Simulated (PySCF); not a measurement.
## Electronic structure of F₃GaHO (charge −1) in real space

Input

```
{"job": {"kind": "inter", "xc": "PBE0", "basis": "def2-TZVP", "disp": "d3bj", "pairs": false}, "charge": -1, "multiplicity": 1, "parts": [{"atoms": "0-3", "charge": 0, "multiplicity": 1}, {"atoms": "4-5", "charge": -1, "multiplicity": 1}]}
F     -0.870759    -1.643642     0.683414
Ga    -0.404194     0.104607     0.560217
F     -0.879628     0.734079    -1.060119
F      1.390654     0.241084     0.670742
O     -1.249759     0.995729     1.921036
H     -1.716061     0.353394     2.461075
```

Command:

```sh
OMP_NUM_THREADS=1 python cluster_run.py task.json out
```

Geometry: PBE0-D3(BJ)/def2-SVPD.

Level of theory: PBE0-D3(BJ)/def2-TZVP, SCF density, gas phase (PySCF).

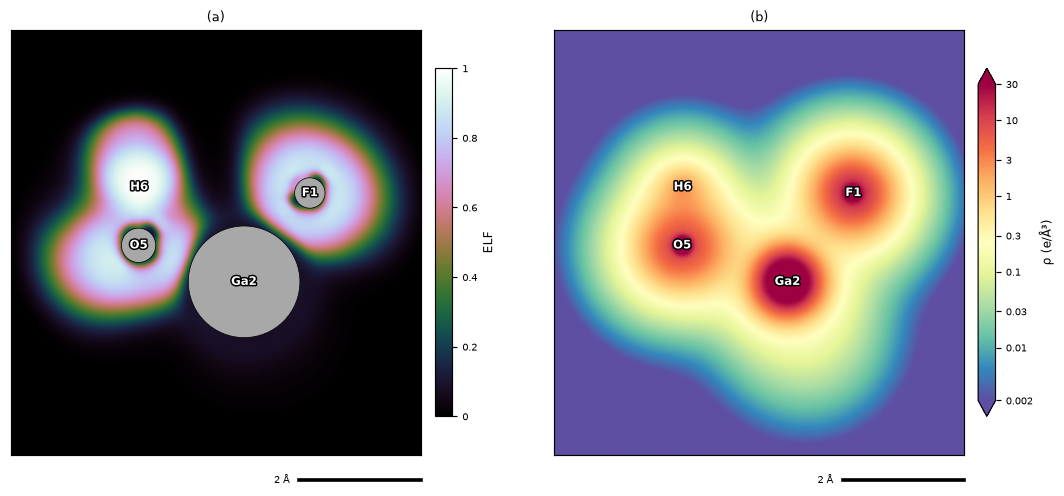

Figure 1. (a) electron localisation function; (b) total electron density on the plane of atoms F1, Ga2 and O5. Grey discs cover the atomic cores in the ELF map.

> What does the map show?

- The section cuts through F, Ga, O and H sites.
- Ga–F (1.81 Å): the density is about 0.77 e/Å³ at the midpoint; the ELF peaks at about 0.80 in the valence shell of F, 0.6 Å from its nucleus, and is about 0.20 at the midpoint.
- Ga–O (1.83 Å): ρ at the midpoint is about 0.83 e/Å³; the ELF peaks at about 0.85 in the valence shell of O, 0.6 Å from its nucleus, and is about 0.25 at the midpoint.
- O–H (0.96 Å): ρ at the midpoint is about 3.7 e/Å³; the ELF climbs to about 1 towards the hydrogen, as it does in any bond to H: a covalent bond by its length.
- The ELF also peaks beside O5 and F1, away from the bonds: lone-pair regions.

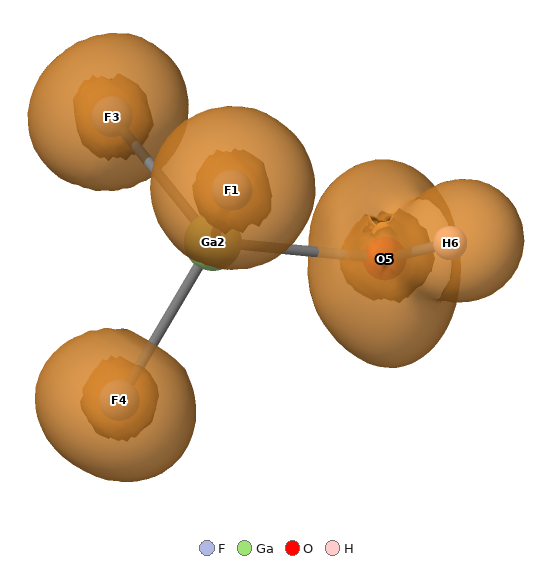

Figure 2. Isosurface of the electron localisation function at 0.75 (orange), seen from one side. Only the valence region is drawn (cores and ρ < 0.01 e/Å³ removed).

> Identify the bonds, lone pairs and shells in this picture.

The surface consists of three regions wrapped around F (the valence shell of each) and one joined region spread over several atoms (H, O), in which their bonds and any lone pairs are merged.


Ga–F (1.80 Å): the ELF peaks at about 0.80 in the valence shell of F, 0.5 Å from its nucleus, and is about 0.15 at the midpoint.
